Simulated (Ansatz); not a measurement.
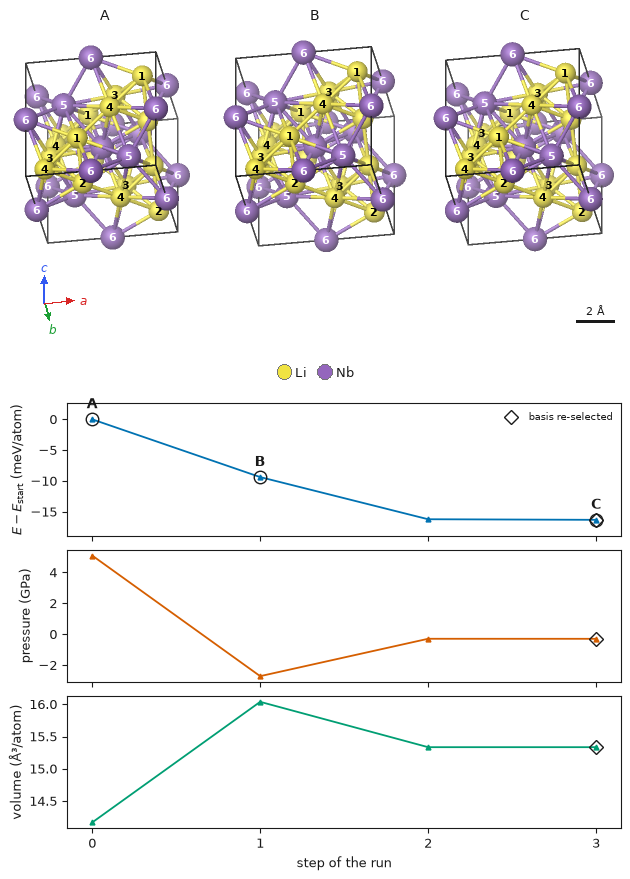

Frames of a relaxation of crystalline Li₂Nb (a generated structure, set up in Fd-3m) (coarse preliminary run), marked on the history of the run. The picture is a ball-and-stick view of the conventional cell (4 times the calculation's cell), seen from a free direction. Lengths and directions refer to the drawn axes.

These are results of DFT PBE, scalar-relativistic, plane waves, PAW (Ansatz), not measurements. Set-up: plane-wave cutoff 420 eV; k-point mesh 4 × 4 × 4; occupations gaussian; smearing width 0.1 eV; no spin polarisation; cell and atoms relaxed; force threshold 0.04 eV/Å; at most 70 steps.

Describe the path.

Over 2 accepted moves (3 points after the start) the energy falls by 16.3 meV per atom. All forces vanish by symmetry, so only the cell relaxes. The pressure goes from 5.09 to −0.29 GPa. At 1 point the geometry stayed and the basis and grid were re-selected for the new cell (energy shift of 0.1 meV per atom at most each time). The atoms keep their places relative to the cell (all moves are under 0.005 Å). The volume changes by +8.2 %, with a = b = c 6.980 → 7.166 Å (+2.7 %). Some distances before and after: Nb5–Nb6 3.022 → 3.103 Å, Li1–Nb5 2.894 → 2.971 Å, Li1–Li2 2.468 → 2.534 Å. The space group stays Fd-3m (No. 227). From step 0 to 1: volume +13.2 %, energy −9.4 meV per atom. From step 1 to 3: volume −4.4 %, energy −6.9 meV per atom.

```csv
step,"E − E(0), meV/atom","pressure, GPa","volume, Å³/atom",note
0,0.00,5.09,14.169,
1,-9.37,-2.71,16.038,
2,-16.21,-0.29,15.335,
3,-16.30,-0.29,15.335,"same geometry, new basis"
```
